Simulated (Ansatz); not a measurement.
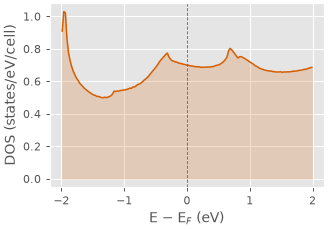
Figure: Density of states of AgGa (Pm-3m) near the Fermi level, PBEsol, rigid bands run with Ansatz (a first-principles code).

With 2 atoms a cell, what bare Sommerfeld coefficient γ = (π²/3) k_B² N(E_F) follows?

N(E_F) ≈ 0.70 states/eV a cell at 300 K, so γ ≈ 0.83 mJ/(mol of atoms·K²), before electron-phonon enhancement.

How far does the Fermi level move in a rigid band for 0.1 electron a cell added or removed?

144 meV and -141 meV.

A metal at this level (no band gap); rigid bands, thermally averaged at 300 K, both spins. Spin-orbit coupling is left out. Geometry: cell and atoms relaxed with PBEsol.

Computed structure, not matched to a measured one here, so possibly hypothetical: AgGa (Pm-3m).
